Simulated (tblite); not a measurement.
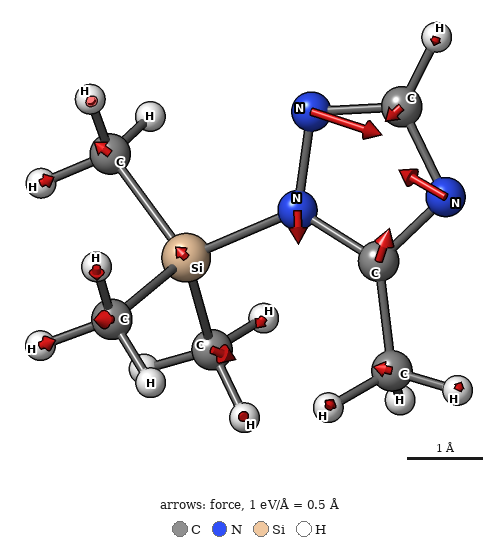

Starting geometry of C₆H₁₃N₃Si with the computed forces as red arrows. Style: ball-and-stick. Shown from a free direction.

Theory: tblite 0.8.0, GFN2-xTB geometry optimisation, gas phase. 

### What follows when this structure is relaxed?

It isn't relaxed: the largest force vector, on an N atom, is 2.14 eV/Å. The final displacements have little in common with the starting forces (cosine between the two patterns 0.20). The atom that moves furthest after the best rigid fit is an H atom (0.22 Å). Largest moves by element: H 0.22 Å, C 0.11 Å, N 0.10 Å, Si 0.08 Å. Near-neighbour distances that change, for instance: C–Si 1.872 → 1.906 Å, C–N 1.332 → 1.305 Å, C–N 1.376 → 1.351 Å, C–C 1.492 → 1.480 Å. Among the angles between lasting bonds that change: C–N–Si 128.7° → 133.9°, N–Si–C 110.0° → 105.2°, C–Si–C 108.5° → 112.2°. The energy falls by 4.31 kcal/mol in 52 geometry steps. The run took 3.3 s on 1 thread of Intel(R) Xeon(R) Processor @ 2.50GHz (shared host).
